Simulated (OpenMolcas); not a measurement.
## Multiconfigurational calculation for Nb⁴⁺ complex

- system: Nb⁴⁺ with 6 ligands (Cl; octahedron, 2.619 Å), embedded in Cs2NaYCl6 by model potentials and point charges, whose field is part of the energies.
- method: state-averaged SS-CASPT2, IPEA shift 0.25, imaginary shift 0.1 hartree, closed shells 4s 4p of the metal and the valence shells of the ligands correlated, active space 1 electron in the shell 4d, basis ANO-RCC-VTZP on the metal and ANO-RCC-VDZP on the ligands, DKH2 scalar Hamiltonian, spin-orbit coupling by RASSI with atomic mean-field integrals (OpenMolcas)

### Log (extracts)
```
--- CASPT2 ---
Orbital specifications:
      -----------------------

      Symmetry species                           1   2
                                                ag  au
      Frozen orbitals                           23  21
      Inactive orbitals                         13  15
      Active orbitals                            5   0
      Secondary orbitals                        49  50
      Deleted orbitals                           0   0
      Number of basis functions                 90  86
Type of calculation                        SS-CASPT2
      Fock operator                              state-specific
      IPEA shift                                 0.25
      Real shift                                 0.00
      Imaginary shift                            0.10
      The input orbitals will be transformed to quasi-canonical
Reference energy:       -6583.3446022522
      E2 (Non-variational):      -1.3011459733
      Shift correction:          -0.0024423543
      E2 (Variational):          -1.3035883276
      Total energy:           -6584.6481905798
      Residual norm:              0.0000002023
      Reference weight:           0.65755
      Contributions to the CASPT2 correlation energy
      Active & Virtual Only:         -0.0000000000
      One Inactive Excited:          -0.0713562172
      Two Inactive Excited:          -1.2297897561
Reference energy:       -6583.3446022522
      E2 (Non-variational):      -1.3011415650
      Shift correction:          -0.0024422375
      E2 (Variational):          -1.3035838025
      Total energy:           -6584.6481860547
      Residual norm:              0.0000002025
      Reference weight:           0.65755
      Contributions to the CASPT2 correlation energy
      Active & Virtual Only:         -0.0000000000
      One Inactive Excited:          -0.0713567050
      Two Inactive Excited:          -1.2297848600
::    CASPT2 Root  1     Total energy:  -6584.64819058
::    CASPT2 Root  2     Total energy:  -6584.64818605
::    CASPT2 Root  3     Total energy:  -6584.64779099
::    CASPT2 Root  4     Total energy:  -6584.55744044
::    CASPT2 Root  5     Total energy:  -6584.55741129
```

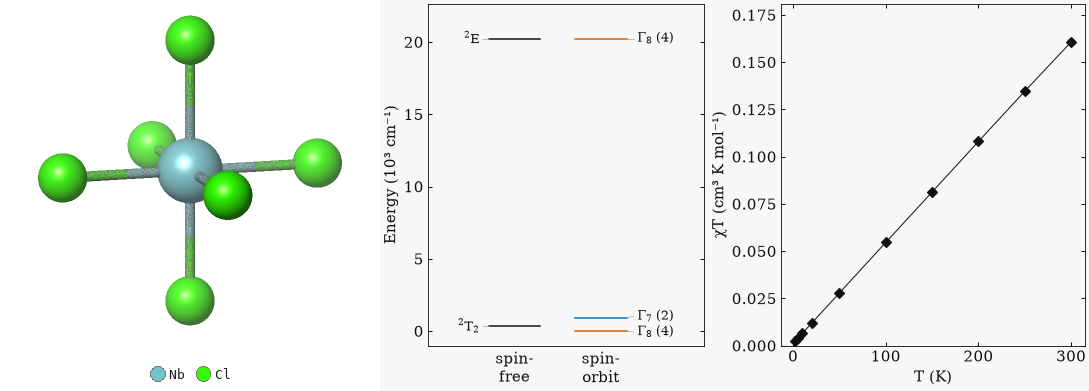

*Nb⁴⁺ (4d) as a dopant in Cs₂NaYCl₆, a cluster with its 6 nearest Cl⁻ at 2.619 Å (octahedron) embedded in model potentials and point charges; the geometry was set, not optimised, and its levels and susceptibility. Labels give the representation in O, Td, D4 or D3 as the site allows (double group for half-integer spin) where it could be assigned and, in brackets, the degeneracy; spin-free states, where drawn, share the zero of the spin-orbit levels. Powder susceptibility by Van Vleck's formula.*

The ground level is Γ₈, 4-fold degenerate, 100 % from states of spin multiplicity 2. The next level lies at 928 cm⁻¹ (Γ₇). The lowest spin-free state is ²T₂; of the same spin there follows at 19,900 cm⁻¹ (²E) above it. A ligand-field fit to the spin-free states gives |10Dq| = 19,900 cm⁻¹. χT is close to 0 cm³ K mol⁻¹ at 2 K and 0.161 at 300 K, an effective moment of 1.13 μB.

### Input file
```
&GATEWAY
Basis set
Nb.ANO-RCC-VTZP.
Nb1 0.0 0.0 0.0 Angstrom
End of basis
Basis set
Cl.ANO-RCC-VDZP.
L1 2.619000 0.000000 0.000000 Angstrom
L2 0.000000 2.619000 0.000000 Angstrom
L3 0.000000 0.000000 2.619000 Angstrom
End of basis
Basis set
Cs.EMB-AIMP.Al-Abdalla.0s.0s.ECP.Cs2NaYCl6.
PseudoCharge
* 4 symmetry-unique lattice sites within 7.6 angstrom
End of basis
Basis set
Na.EMB-AIMP.Al-Abdalla.0s.0s.ECP.Cs2NaYCl6.
PseudoCharge
* 3 symmetry-unique lattice sites within 7.6 angstrom
End of basis
Basis set
Cl.EMB-AIMP.Al-Abdalla.0s.0s.ECP.Cs2NaYCl6.
PseudoCharge
* 12 symmetry-unique lattice sites within 7.6 angstrom
End of basis
Basis set
Y.EMB-AIMP.Al-Abdalla.0s.0s.ECP.Cs2NaYCl6.
PseudoCharge
* 6 symmetry-unique lattice sites within 7.6 angstrom
End of basis
Symmetry
XYZ
AngMom=0.0 0.0 0.0
AMFI
RICD
XField
1564 Angstrom 0
* Evjen-weighted lattice charges
&SEWARD
&RASSCF
FileOrb=start.orb
Symmetry=1
Spin=2
nActEl=1 0 0
Inactive=36 36
Ras2=5 0
CIRoot=5 5 1
SDav=5
CIMx=300
Iter=150 100
PrWF=0.3
OrbListing=Nothing
MaxOrb=0
LevShft=1.0
>>> COPY $Project.JobIph JOB001
&RASSI
NrOfJobIphs=1 5
1 2 3 4 5
IphNames
JOB001
EJob
SpinOrbit
DIPRint=1.0
SOCoupling=1000.0
Subsets=2
Property=9
'ANGMOM' 1 'ANGMOM' 2 'ANGMOM' 3 'MLTPL  1' 1 'MLTPL  1' 2 'MLTPL  1' 3
'AMFI' 1 'AMFI' 2 'AMFI' 3
SOProperty=3
'ANGMOM' 1 'ANGMOM' 2 'ANGMOM' 3
>>> COPY JOB001 $Project.JobIph
&CASPT2
Multistate=5 1 2 3 4 5
NoMult
Frozen=23 21
IPEA=0.25
Imaginary=0.1
MaxIter=60
WThr=0.0 0.3 0.05
PrWF=0.5
NoMix
```

The file start.orb holds starting orbitals from an earlier step. A driver script formed the levels outside the program, from RASSI's spin-orbit matrix and the CASPT2 energies (for multi-state variants, the effective Hamiltonian), averaged over the components of each term or state. The log and the time are those of the CASPT2 step.

Launched with:
```bash
OMP_NUM_THREADS=1 MOLCAS_MEM=2457 MOLCAS_PROJECT=a pymolcas a.inp > a.log  # once for each step of the input, in one work folder
```

### Key numbers

- outcome: converged
- energy of the lowest spin-free term: −6584.64806 hartree
- energy of the lowest spin-orbit level: −6584.64953 hartree
- CASPT2 correlation energy: −1.3035 hartree
- largest spread among components of a term: 87.7 cm⁻¹
- lowest reference weight: 0.658
- hardware: 1 thread of Arm Neoverse V1, 24 GiB of memory available, shared host
- wall time: 27 s
- peak memory: 0.4 GiB

### Remarks

The components of ²T2, which symmetry makes degenerate, are split by 88 cm⁻¹ in CASPT2. This is an artefact; the levels of such states rest on averages and are uncertain by about as much. Caveats: covalent bonds, ligand orbitals missing from the active space; the geometry is set by hand, with no relaxation.
